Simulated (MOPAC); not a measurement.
## Frequency calculation, with input and output: C₂H₅AlNS (charge −1) (part 1 of 3)

- system: C₂H₅AlNS, charge −1, SMILES N#CC[S][AlH3-]
- method: PM3, closed shell (MOPAC 23.2.5)

The geometry was optimised with PM3.

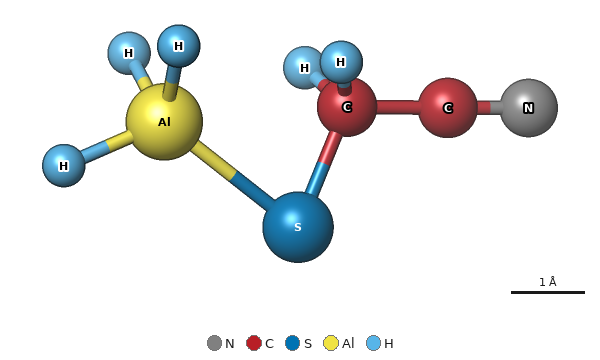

*The structure (ball-and-stick view, seen at a tilt). Sticks mark near contacts.*

## The input (job.mop)
```
PM3 FORCE CHARGE=-1 THERMO(200,400,100) LET AUX(PRECISION=6) T=10M THREADS=1
job C2H5AlNS

N -2.652154 1 0.908821 1 2.002413 1
C -1.760764 1 0.581702 1 1.332931 1
C -0.645234 1 0.166274 1 0.512233 1
S -0.690747 1 0.881550 1 -1.153477 1
Al 1.297425 1 -0.455253 1 -1.160095 1
H 0.292652 1 0.451732 1 1.035804 1
H -0.648687 1 -0.943937 1 0.462031 1
H 2.191413 1 -0.528634 1 -2.449984 1
H 1.123113 1 -1.991874 1 -0.881969 1
H 2.402185 1 -0.092553 1 -0.103157 1
```

Hardware: 1 thread of Arm Neoverse N1, 98 GiB of memory available, shared host.

Launched with:
```bash
mopac job.mop
```

## What the program printed
```
MOPAC v23.2.5
PM3 CALCULATION RESULTS

 *  PM3        - The PM3 Hamiltonian to be used
 *
 *
 *
 *                 CHARGE ON SYSTEM = -1
 *
 *
 *
 *  LET        - OVERRIDE SOME SAFETY CHECKS
 *  FORCE      - FORCE CALCULATION SPECIFIED
 *  THREADS=1  - MULTI-THREADING NOT USED
 *  AUX        - OUTPUT AUXILIARY INFORMATION
 *  THERMO     - THERMODYNAMIC QUANTITIES TO BE CALCULATED
PM3 FORCE CHARGE=-1 THERMO(200,400,100) LET AUX(PRECISION=6) T=10M THREADS=1
 job C2H5AlNS

   ATOM   CHEMICAL          X               Y               Z
  NUMBER   SYMBOL      (ANGSTROMS)     (ANGSTROMS)     (ANGSTROMS)

     1       N         -2.65215400  *   0.90882100  *   2.00241300  *
     2       C         -1.76076400  *   0.58170200  *   1.33293100  *
     3       C         -0.64523400  *   0.16627400  *   0.51223300  *
     4       S         -0.69074700  *   0.88155000  *  -1.15347700  *
     5      Al          1.29742500  *  -0.45525300  *  -1.16009500  *
     6       H          0.29265200  *   0.45173200  *   1.03580400  *
     7       H         -0.64868700  *  -0.94393700  *   0.46203100  *
     8       H          2.19141300  *  -0.52863400  *  -2.44998400  *
     9       H          1.12311300  *  -1.99187400  *  -0.88196900  *
    10       H          2.40218500  *  -0.09255300  *  -0.10315700  *

          CARTESIAN COORDINATES

    NO.       ATOM           X           Y           Z

     1         N         -2.6522      0.9088      2.0024
     2         C         -1.7608      0.5817      1.3329
     3         C         -0.6452      0.1663      0.5122
     4         S         -0.6907      0.8815     -1.1535
     5        Al          1.2974     -0.4553     -1.1601
     6         H          0.2927      0.4517      1.0358
     7         H         -0.6487     -0.9439      0.4620
     8         H          2.1914     -0.5286     -2.4500
     9         H          1.1231     -1.9919     -0.8820
    10         H          2.4022     -0.0926     -0.1032

           Empirical Formula: C2 H5 N S Al  =    10 atoms

      MOLECULAR POINT GROUP   :   Cs

      RHF CALCULATION, NO. OF DOUBLY OCCUPIED LEVELS = 14

          HEAT OF FORMATION =       5.700701 KCALS/MOLE

          CARTESIAN COORDINATE DERIVATIVES

   NUMBER  ATOM         X            Y            Z

     1       N      0.065443     0.061163    -0.026206
     2       C     -0.063738    -0.056054     0.033913
     3       C     -0.013461    -0.037396     0.021142
     4       S      0.022491    -0.000364    -0.002275
     5      Al     -0.005905     0.012358     0.009271
     6       H      0.005513     0.016755    -0.017615
     7       H     -0.004295    -0.000663    -0.002840
     8       H     -0.007079     0.000503     0.001580
     9       H      0.002444    -0.002428    -0.006832
    10       H     -0.001413     0.006127    -0.010138

 DIPOLE           X         Y         Z       TOTAL
 POINT-CHG.   -18.105     3.283     0.167    18.401
 HYBRID         0.463     0.854     0.041     0.972
 SUM          -17.641     4.137     0.208    18.121

          GRADIENT NORM =   0.14415

          MOLECULAR WEIGHT =  102.11

          ROTATIONAL CONSTANTS IN CM(-1)

          A =    0.26893241   B =    0.04996119   C =    0.04311265

           PRINCIPAL MOMENTS OF INERTIA IN UNITS OF 10**(-40)*GRAM-CM**2

          A =      104.0884   B =      560.2899   C =      649.2933

          ORIENTATION OF MOLECULE IN FORCE CALCULATION

    NO.       ATOM         X         Y         Z

     1          N      -3.1033    0.5462    0.0275
     2          C      -1.9415    0.5462    0.0275
     3          C      -0.4957    0.5625    0.0275
     4          S       0.2278   -1.0984   -0.0515
     5         Al       2.1335    0.3521    0.0145
     6          H      -0.1582    1.1783   -0.8340
     7          H      -0.1568    1.0942    0.9426
     8          H       3.5833   -0.2524   -0.0147
     9          H       2.2721    1.2888    1.2685
    10          H       2.2699    1.4009   -1.1476

    FIRST DERIVATIVES WILL BE USED IN THE CALCULATION OF SECOND DERIVATIVES

          ESTIMATED TIME TO COMPLETE CALCULATION =        0.47 SECONDS

    FOR POINT-GROUP Cs   THERE ARE   2 UNIQUE SYMMETRY FUNCTIONS.

 STEP:   1 TIME =     0.01 SECS, INTEGRAL =      0.01 TIME LEFT:    599.98
 STEP:   2 TIME =     0.00 SECS, INTEGRAL =      0.01 TIME LEFT:    599.98
 STEP:   3 TIME =     0.01 SECS, INTEGRAL =      0.02 TIME LEFT:    599.98
 STEP:   4 TIME =     0.01 SECS, INTEGRAL =      0.02 TIME LEFT:    599.97
 STEP:   5 TIME =     0.00 SECS, INTEGRAL =      0.02 TIME LEFT:    599.97
 STEP:   6 TIME =     0.01 SECS, INTEGRAL =      0.03 TIME LEFT:    599.96
 STEP:   7 TIME =     0.00 SECS, INTEGRAL =      0.03 TIME LEFT:    599.96
 STEP:   8 TIME =     0.01 SECS, INTEGRAL =      0.04 TIME LEFT:    599.95
 STEP:   9 TIME =     0.01 SECS, INTEGRAL =      0.05 TIME LEFT:    599.95
 STEP:  10 TIME =     0.00 SECS, INTEGRAL =      0.05 TIME LEFT:    599.95
 STEP:  11 TIME =     0.01 SECS, INTEGRAL =      0.05 TIME LEFT:    599.94
 STEP:  12 TIME =     0.00 SECS, INTEGRAL =      0.05 TIME LEFT:    599.94
 STEP:  13 TIME =     0.01 SECS, INTEGRAL =      0.06 TIME LEFT:    599.93
 STEP:  14 TIME =     0.01 SECS, INTEGRAL =      0.07 TIME LEFT:    599.92
 STEP:  15 TIME =     0.00 SECS, INTEGRAL =      0.07 TIME LEFT:    599.92
 STEP:  16 TIME =     0.01 SECS, INTEGRAL =      0.08 TIME LEFT:    599.91
 STEP:  17 TIME =     0.00 SECS, INTEGRAL =      0.08 TIME LEFT:    599.91
 STEP:  18 TIME =     0.01 SECS, INTEGRAL =      0.09 TIME LEFT:    599.91
 STEP:  19                       INTEGRAL =      0.09 TIME LEFT:    599.91
 STEP:  20                       INTEGRAL =      0.09 TIME LEFT:    599.91
 STEP:  21                       INTEGRAL =      0.09 TIME LEFT:    599.91
 STEP:  22 TIME =     0.00 SECS, INTEGRAL =      0.09 TIME LEFT:    599.91
 STEP:  23 TIME =     0.01 SECS, INTEGRAL =      0.09 TIME LEFT:    599.90
 STEP:  24 TIME =     0.00 SECS, INTEGRAL =      0.09 TIME LEFT:    599.90
 STEP:  25 TIME =     0.01 SECS, INTEGRAL =      0.10 TIME LEFT:    599.89
 STEP:  26 TIME =     0.00 SECS, INTEGRAL =      0.10 TIME LEFT:    599.89
 STEP:  27 TIME =     0.01 SECS, INTEGRAL =      0.11 TIME LEFT:    599.88
 STEP:  28                       INTEGRAL =      0.11 TIME LEFT:    599.88
 STEP:  29                       INTEGRAL =      0.11 TIME LEFT:    599.88
 STEP:  30                       INTEGRAL =      0.11 TIME LEFT:    599.88

(To convert to Hartree/Bohr^2, multiply by (10^(-21) x N x a0^2)/(4.184 x 627.51) =  0.0642)

           FORCE MATRIX IN MILLIDYNES/ANGSTROM

                  N  1       C  2       C  3       S  4      Al  5       H  6
 ------------------------------------------------------------------------------
     N    1  20.976781
     C    2  20.276975  26.552272
     C    3   0.773259   5.689824  13.187445
     S    4   0.035269   0.498540   2.557717   4.332571
    Al    5   0.010558   0.038854   0.958329   1.905809   6.194681
     H    6   0.047653   0.429963   4.348560   0.459647   0.329893   4.964782
     H    7   0.047569   0.429742   4.349954   0.459217   0.329324   0.531310
     H    8   0.002731   0.008290   0.019140   0.047612   2.055363   0.006386
     H    9   0.002949   0.010685   0.039569   0.062574   2.054130   0.003009
     H   10   0.002954   0.010711   0.039546   0.062310   2.054031   0.015009

                  H  7       H  8       H  9       H 10
 ------------------------------------------------------
     H    7   4.964782
     H    8   0.006413   2.125614
     H    9   0.015063   0.065373   2.126107
     H   10   0.003099   0.065420   0.076881   2.126107

          HEAT OF FORMATION =       5.700701 KCALS/MOLE

          ZERO POINT ENERGY      36.262 KCAL/MOL

           NORMAL COORDINATE ANALYSIS (Total motion = 1 Angstrom)

   Root No.       1         2         3         4         5         6         7         8

                 1 A"      2 A"      1 A'      2 A'      3 A"      3 A'      4 A"      4 A'

                 124.6     144.5     158.9     328.8     380.2     386.1     465.5     467.7

           1    0.0000   -0.0001   -0.0198    0.0734   -0.0000   -0.0305   -0.0001   -0.0195
           2   -0.0018    0.0037    0.1575   -0.0253    0.0001    0.0038    0.0039   -0.0046
           3    0.0379   -0.0786    0.0074   -0.0012   -0.0025    0.0002   -0.0835   -0.0002
           4    0.0000    0.0000   -0.0196    0.0710    0.0000   -0.0290    0.0001   -0.0182
           5   -0.0000   -0.0014   -0.0141    0.0304   -0.0002   -0.0045   -0.0084    0.0031
           6    0.0008    0.0309   -0.0007    0.0014    0.0042   -0.0002    0.1789    0.0002
           7   -0.0000    0.0001   -0.0193    0.0572    0.0000   -0.0214   -0.0000   -0.0087
           8    0.0011   -0.0053   -0.0977    0.0172   -0.0001    0.0070    0.0018   -0.0214
           9   -0.0232    0.1130   -0.0046    0.0008    0.0024    0.0003   -0.0391   -0.0010
          10   -0.0000    0.0000    0.0499   -0.0453    0.0000    0.0076   -0.0000   -0.0526
          11    0.0009   -0.0001   -0.0718   -0.0361   -0.0006    0.0219    0.0006   -0.0252
          12   -0.0197    0.0013   -0.0033   -0.0017    0.0135    0.0010   -0.0119   -0.0011
          13    0.0000   -0.0000   -0.0235   -0.0363   -0.0000    0.0351    0.0000    0.0600
          14   -0.0006    0.0015    0.0498    0.0205    0.0019   -0.0444   -0.0004    0.0317
          15    0.0137   -0.0319    0.0023    0.0010   -0.0399   -0.0021    0.0086    0.0014
          16   -0.0014    0.0150   -0.0306    0.0520   -0.0046   -0.0108   -0.1414    0.0108
          17   -0.0053    0.0730   -0.0935    0.0115   -0.0045    0.0068   -0.1550   -0.0316
          18   -0.0276    0.1730   -0.0077   -0.0058   -0.0021    0.0049   -0.2072    0.0006
          19    0.0013   -0.0147   -0.0305    0.0520    0.0046   -0.0108    0.1411    0.0108
          20    0.0079   -0.0889   -0.0937    0.0109    0.0047    0.0072    0.1737   -0.0314
          21   -0.0270    0.1654   -0.0012    0.0068   -0.0017   -0.0043   -0.1921   -0.0035
          22    0.0003    0.0001    0.0212    0.0588    0.0002    0.2175    0.0000    0.1201
          23   -0.0144   -0.0032    0.1579    0.2543   -0.0134    0.4014   -0.0018    0.1579
          24    0.3073    0.0683    0.0074    0.0119    0.2872    0.0186    0.0389    0.0073
          25   -0.1427   -0.0340   -0.0890   -0.1488   -0.1887   -0.1766    0.0236    0.2598
          26    0.1969    0.1020    0.0629    0.0545   -0.2106   -0.0031    0.0062    0.0715
          27   -0.1180   -0.1038    0.0006   -0.0076    0.1459   -0.0037    0.0017   -0.0468
          28    0.1425    0.0338   -0.0890   -0.1488    0.1890   -0.1766   -0.0236    0.2599
          29   -0.1851   -0.0918    0.0625    0.0536    0.1961   -0.0034   -0.0064    0.0668
          30   -0.1361   -0.1129    0.0053    0.0129    0.1646    0.0037    0.0011    0.0528

   Root No.       9        10        11        12        13        14        15        16

                 5 A'      5 A"      6 A'      7 A'      8 A'      6 A"      9 A'      7 A"

                 516.7     527.1     538.7     553.6     790.0     850.5    1150.2    1199.4

           1   -0.0829    0.0000   -0.0055   -0.0092   -0.0470    0.0000   -0.0972   -0.0000
           2   -0.1286   -0.0001   -0.0034   -0.0038    0.0289   -0.0007    0.0011    0.0002
           3   -0.0059    0.0030   -0.0002   -0.0002    0.0014    0.0146    0.0001   -0.0041
           4   -0.0757   -0.0000   -0.0050   -0.0083   -0.0369   -0.0001   -0.0544    0.0000
           5    0.3718    0.0004    0.0088    0.0071   -0.0904    0.0030   -0.0142   -0.0015
           6    0.0175   -0.0079    0.0004    0.0003   -0.0042   -0.0642   -0.0006    0.0314
           7   -0.0400    0.0000   -0.0021   -0.0028    0.0062    0.0001    0.1686   -0.0000
           8    0.0307   -0.0000   -0.0039   -0.0128    0.2456   -0.0053   -0.0187    0.0005
           9    0.0015    0.0008   -0.0002   -0.0006    0.0115    0.1124   -0.0010   -0.0098
          10    0.0801   -0.0000   -0.0041   -0.0273    0.0195   -0.0000   -0.0034   -0.0000
          11   -0.0885    0.0001   -0.0024   -0.0113   -0.0893    0.0007    0.0136    0.0002
          12   -0.0043   -0.0023   -0.0001   -0.0005   -0.0042   -0.0149    0.0006   -0.0047
          13   -0.0072   -0.0000    0.0216    0.0605    0.0131    0.0000   -0.0174   -0.0000
          14   -0.0019    0.0004   -0.0113    0.0355    0.0055   -0.0000    0.0019    0.0002
          15   -0.0001   -0.0076   -0.0005    0.0016    0.0003    0.0000    0.0001   -0.0035
          16    0.0502    0.0041    0.0060    0.0171    0.0235   -0.0859    0.2979    0.4317
          17   -0.0454    0.0063   -0.0067   -0.0203    0.2251   -0.3424   -0.0622   -0.1704
          18   -0.0125    0.0054    0.0008    0.0007    0.0160   -0.1704    0.0022    0.0193
          19    0.0502   -0.0041    0.0060    0.0170    0.0235    0.0857    0.2979   -0.4317
          20   -0.0465   -0.0068   -0.0066   -0.0202    0.2256    0.3568   -0.0616    0.1678
          21    0.0082    0.0048   -0.0014   -0.0026    0.0051   -0.1378   -0.0085    0.0358
          22    0.0072    0.0003   -0.0439   -0.0447    0.0041    0.0000   -0.0221   -0.0000
          23    0.0305   -0.0156   -0.1737   -0.1984   -0.0256   -0.0001    0.0095    0.0001
          24    0.0014    0.3336   -0.0081   -0.0092   -0.0012    0.0015    0.0005   -0.0027
          25    0.0348    0.3095   -0.1278   -0.2393   -0.0019   -0.0040   -0.0054    0.0014
          26   -0.0421   -0.0439    0.2877   -0.1223    0.0075   -0.0002    0.0022   -0.0052
          27    0.0256   -0.0143   -0.2059    0.1438   -0.0003    0.0009    0.0023   -0.0051
          28    0.0348   -0.3096   -0.1275   -0.2396   -0.0019    0.0040   -0.0054   -0.0014
          29   -0.0394    0.0451    0.2672   -0.1084    0.0076    0.0001    0.0024    0.0056
          30   -0.0294   -0.0097    0.2321   -0.1542    0.0011    0.0009   -0.0021   -0.0045

   Root No.      17        18        19        20        21        22        23        24

                10 A'     11 A'     12 A'      8 A"     13 A'     14 A'      9 A"     15 A'

                1275.6    1391.9    1901.3    1933.1    1934.9    2434.0    2920.5    2991.9
```
